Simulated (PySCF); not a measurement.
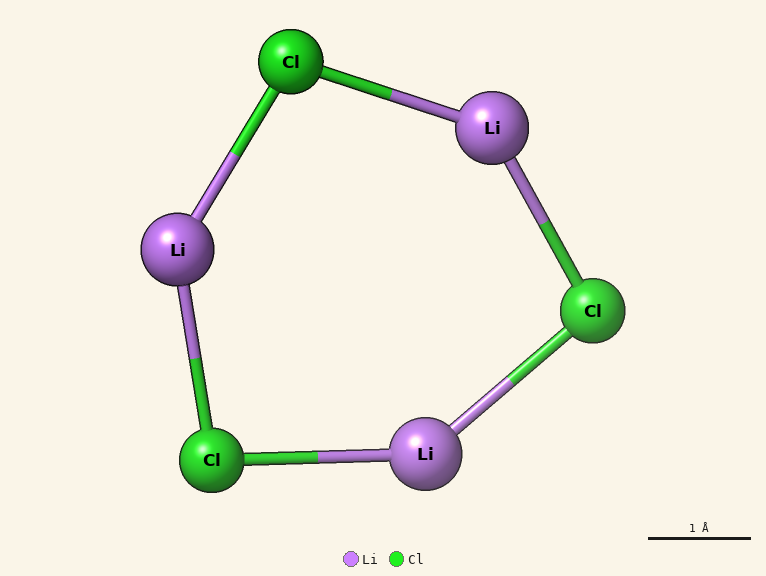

Rendered structure (ball-and-stick style).

What does the picture show?

Formula Li₃Cl₃. All atoms lie on one plane. Coordination: 3 Li bent; 3 Cl bent.

More results for the same structure follow; atom numbers are the same in all pictures, views and colours differ. The geometry was computed by an optimisation with PBE0-D3(BJ)/def2-SVP. No frequency run is at hand to confirm it as a minimum.

Geometry

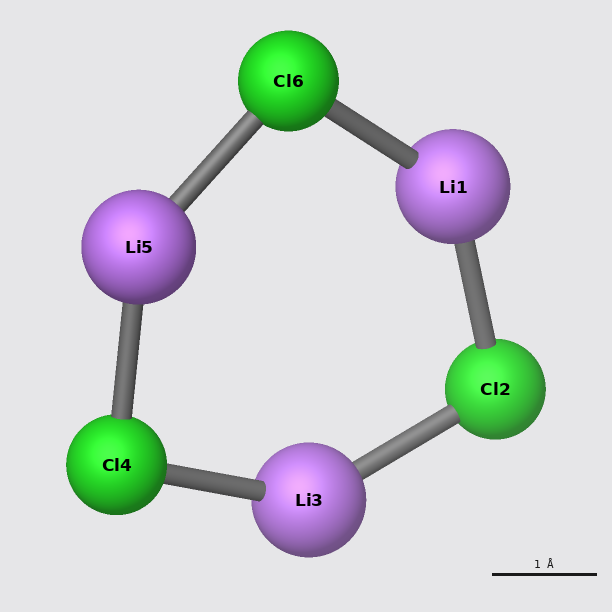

Numbered structure. No frequency run is at hand to confirm it as a minimum.

What are the angles Cl2–Li3–Cl4, Li1–Cl2–Li3, Cl2–Li1–Cl6, Li1–Cl6–Li5?

| angle | degrees |
| --- | --- |
| Cl2–Li3–Cl4 | 139.7 |
| Li1–Cl2–Li3 | 100.5 |
| Cl2–Li1–Cl6 | 139.0 |
| Li1–Cl6–Li5 | 101.1 |

Polarisability

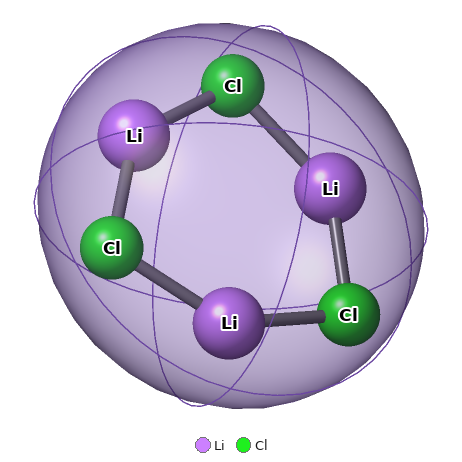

The ellipsoid shows the static dipole polarisability: its half-axes are proportional to the principal values. No frequency run is at hand to confirm it as a minimum. Level of theory: PBE0/def2-SVPD (PySCF 2.14.0).

Give the principal values, the mean and the anisotropy.

Answer. Principal values 61.0, 71.6, 71.6 bohr³; mean 68.1 bohr³ (10.09 Å³); anisotropy 10.6 bohr³, so the longest axis is 1.17 times the shortest.

Excitation

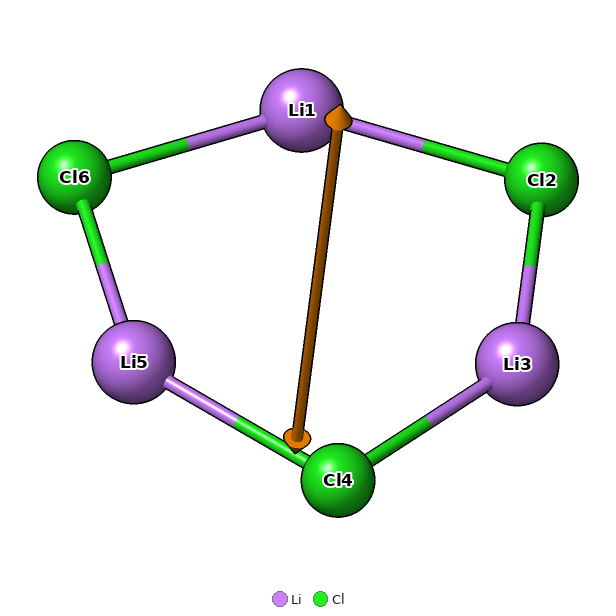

The double arrow shows the direction of the transition dipole to excited singlet state 3 (its length means nothing). No frequency run is at hand to confirm it as a minimum. Method: TDDFT PBE0/def2-SVPD, vertical, gas phase, core orbitals frozen in the response (PySCF 2.14.0).

How is the transition polarised?

Answer. Normal to the molecular plane.

Where does the transition lie, and how strong is it?

Answer. 7.02 eV (177 nm), oscillator strength 0.17, mainly HOMO−2 → LUMO (weight 0.86); transition dipole 2.53 D.

NMR shielding

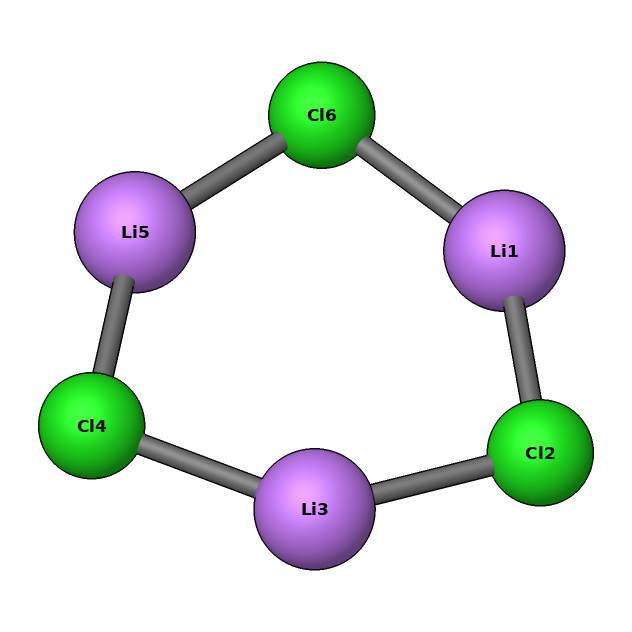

No frequency run is at hand to confirm it as a minimum. Properties computed with GIAO B3LYP/pcSseg-1 NMR shielding, non-relativistic, gas phase (PySCF 2.14.0). Principal shieldings σ11 ≤ σ22 ≤ σ33, span Ω = σ33 − σ11, skew κ = 3(σiso − σ22)/Ω.

Give the shielding tensors of the Li atoms.

| atom | σ11 | σ22 | σ33 | σiso | Ω | κ |
| --- | --- | --- | --- | --- | --- | --- |
| Li1, Li5 | 76.8 | 81.9 | 108.4 | 89.0 | 31.6 | 0.68 |
| Li3 | 76.8 | 81.8 | 108.5 | 89.0 | 31.8 | 0.68 |

Shieldings and span in ppm.
